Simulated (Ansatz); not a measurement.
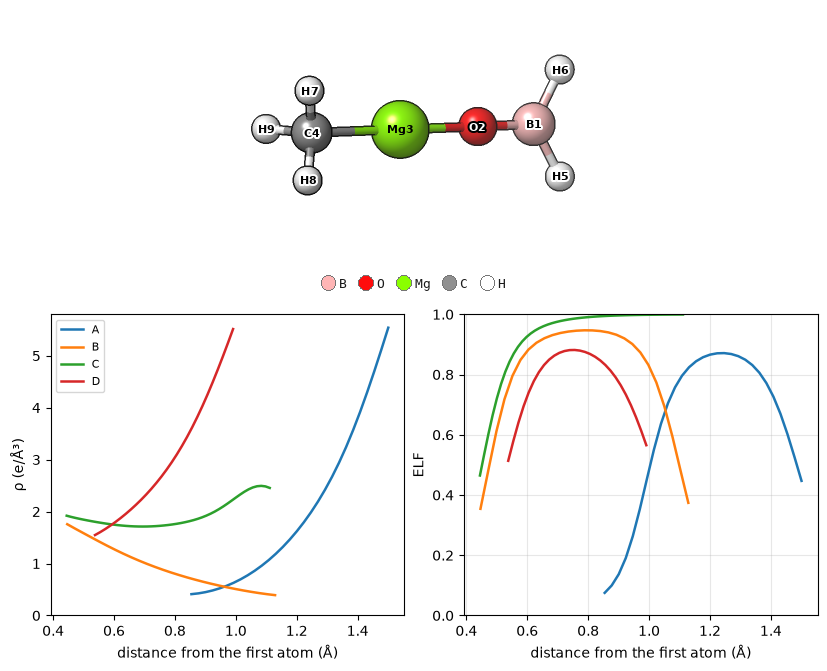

Figure 1: CH$_{5}$BMgO (SMILES B[O][Mg][CH3]). Total electron density and ELF along straight lines between neighbouring atoms. The curves leave out the atomic cores. The structure is drawn too.

Theory: RKS revPBE/def2-SVP (Ansatz).

Input

```
crystal:
  periodic: [false, false, false]
  atoms:
    - { symbol: B, position_ang: [-0.20037, 2.19087, -1.20348] }
    - { symbol: O, position_ang: [0.24995, 1.17949, -0.50023] }
    - { symbol: Mg, position_ang: [0.94737, -0.10241, 0.45536] }
    - { symbol: C, position_ang: [0.07923, -1.91306, 1.01038] }
    - { symbol: H, position_ang: [-0.01189, 2.23508, -2.37822] }
    - { symbol: H, position_ang: [-0.7988, 3.07164, -0.67137] }
    - { symbol: H, position_ang: [0.04036, -2.01212, 2.09017] }
    - { symbol: H, position_ang: [0.7157, -2.6903, 0.59611] }
    - { symbol: H, position_ang: [-0.92185, -2.00668, 0.60228] }
basis:
  gaussian: { orbitals: def2-SVP }
hamiltonian:
  xc: revpbe
relax:
  f_tol: 0.015
  max_steps: 40
output:
  orbitals: {}
```

Run with:

```sh
ansatz run input.yaml --threads 1 --pin off --max-ram 2048MiB --backend cpu --events-out ev --progress --plain --runs-dir out
```

The fields are those of the relaxed geometry.

Which curve belongs to which contact (B–O, C–H, C–Mg and Mg–O)? The first atom named is at distance zero.

Curve A: Mg–O (1.85 Å): ρ is about 0.48 e/Å³ halfway; the ELF peaks at about 0.85 in the valence shell of O, 0.6 Å from its nucleus, and is about 0.20 at the midpoint: an ionic contact with no shared pair. Curve B: C–Mg (2.10 Å): ρ is about 0.46 e/Å³ halfway; the ELF peaks at about 0.95 in the valence shell of C, 0.8 Å from its nucleus, and is about 0.70 at the midpoint. Curve C: C–H (1.11 Å): ρ at the midpoint is about 1.8 e/Å³; the ELF climbs to about 1 towards the hydrogen, as it does in any bond to H: a covalent bond by its length. Curve D: B–O (1.34 Å): the density is about 2.1 e/Å³ at the midpoint; the ELF peaks at about 0.90 between the atoms, as expected for a polar covalent bond.
